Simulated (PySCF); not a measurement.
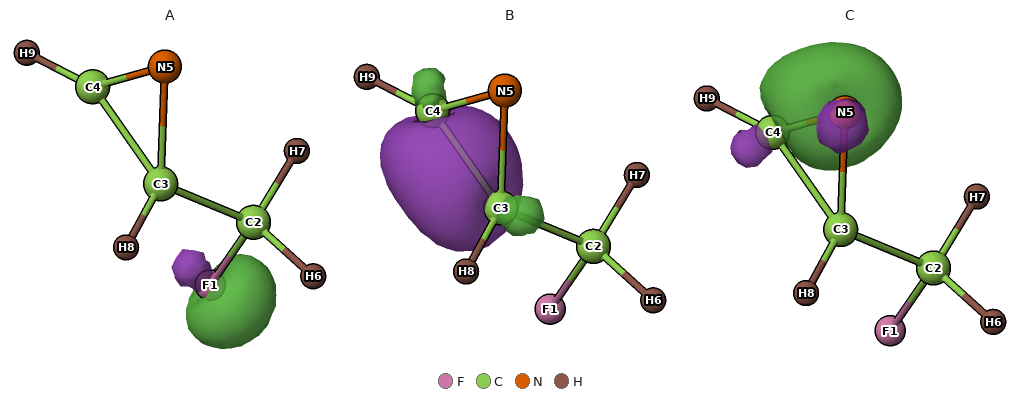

Figure 1: C3H4FN, SMILES `FCC1C=N1`. Localised orbitals, occupied; each surface holds about 70 % of the orbital's density. Energies are diagonal elements of the Fock matrix.

Method: ωB97X/def2-SVP; geometry: GFN2-xTB; program: PySCF. No frequency check shows the geometry to be a minimum.

Coordinates in Å:

```
F1       1.8339    0.4630   -0.0124
C2       0.9048   -0.5300    0.2196
C3      -0.3825   -0.2164   -0.4982
C4      -1.3401    0.7206    0.0722
N5      -1.6746   -0.4760    0.2133
H6       1.3502   -1.4627   -0.1398
H7       0.7518   -0.5748    1.3028
H8      -0.3721   -0.3740   -1.5710
H9      -1.6052    1.7311    0.2648
```

Identify each orbital.

Answer. By panel:
- A: lone pair on F1 (sp2.7-type) (F1 98 %; −18.6 eV)
- B: bent (banana) bond C3–C4 (C3 50 %, C4 49 %; −17.1 eV)
- C: bent (banana) bond N5–C4 (N5 54 %, C4 44 %; −18.4 eV)

Which localisation scheme gives orbitals like these: Pipek–Mezey, IBO or Foster–Boys?

Answer. Foster–Boys: it mixes σ and π into equivalent bent bonds, while the other two keep them apart.

Which has the smallest and which the largest spatial spread?

Answer. Smallest: A (0.61 Å); largest: B (0.89 Å).

The PySCF run took 9.1 s on 1 thread of Arm Neoverse V2, with other jobs on the host, peak memory 0.4 GiB.
